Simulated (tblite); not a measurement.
# C3H10O2S2Si2: the cost of one run

The runs use tblite 0.8.0 and PySCF 2.14.0, with density-fitted response routines of our own; the level of theory stands in each step. All values are computed, except where a source is named. Atoms count from 0, in the outputs and in this text.

### Step 1. Starting geometry

19 atoms, charge 0, multiplicity 1; geometry from: force field or distance geometry start.

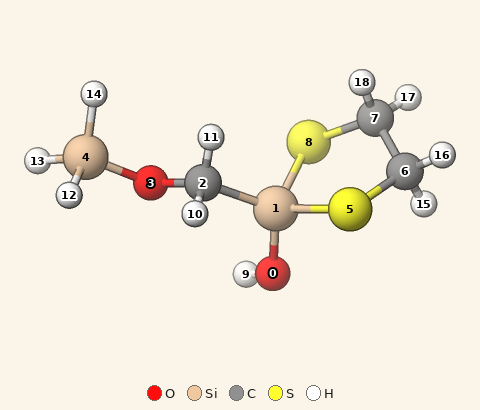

The starting geometry (oxygen red, silicon light orange, carbon grey, sulfur yellow, hydrogen white), atoms numbered; sticks join atoms by distance.

### Step 2. Relaxing the molecule with GFN2-xTB

Job settings and geometry (Å):

```
{"job": {"kind": "relax", "xc": "GFN2-xTB", "basis": "xTB"}, "charge": 0, "multiplicity": 1}
O     -0.323000     1.518100    -1.786700
Si    -0.399500     0.592500    -0.433200
C      1.123500     0.635200     0.685700
O      2.370800     0.388200     0.025500
Si     3.750400     0.326800     0.971000
S     -2.195500     1.033100     0.640700
C     -3.205000    -0.324900    -0.033700
C     -2.391700    -1.621100    -0.092500
S     -0.851200    -1.408100    -1.053400
H      0.350100     1.261500    -2.417500
H      1.153200     1.635000     1.136300
H      0.961600    -0.095200     1.490000
H      3.910200     1.636300     1.654400
H      4.924900     0.053000     0.093500
H      3.598400    -0.729000     1.984300
H     -3.575400    -0.043500    -1.011100
H     -4.078300    -0.459400     0.619000
H     -2.992900    -2.418700    -0.572000
H     -2.140400    -1.970600     0.916200
```

Started as:

```bash
$ OMP_NUM_THREADS=1 python probes_run.py task.json out
```

The driver reads the jobs from task.json and runs them one after another.

**Question.** How long does this first job take on 1 thread of AMD EPYC 9R45, shared host?

About 1.7 s.
